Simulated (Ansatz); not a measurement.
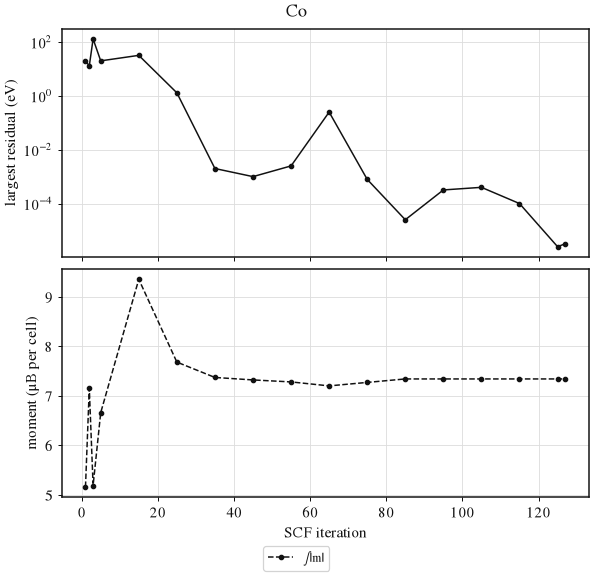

Plot: SCF iterations of a calculation: largest residual, magnetic moments. The run: Co (3 atoms in the cell), by DFT, PBE, fully relativistic norm-conserving potentials, plane waves, spin-orbit coupling (Ansatz); cutoff 800 eV, 1×1×1 k-mesh, Gaussian smearing of 0.05 eV, spin-polarised. Setting under test: residual threshold 1.0e-05 eV, iteration limit 200, default search for lower states. Only some iterations were kept.

It converged, after 127 iterations. The residual falls unevenly and jumps up by a factor of two or more 4 times between kept points, most sharply before step 65 (by a factor of about 100). The residual starts near 20 and ends near 3 × 10⁻⁶ eV. The integral of |m| goes from 5.2 to 7.3 μB per cell, with excursions between 5.2 and 9.3 on the way.
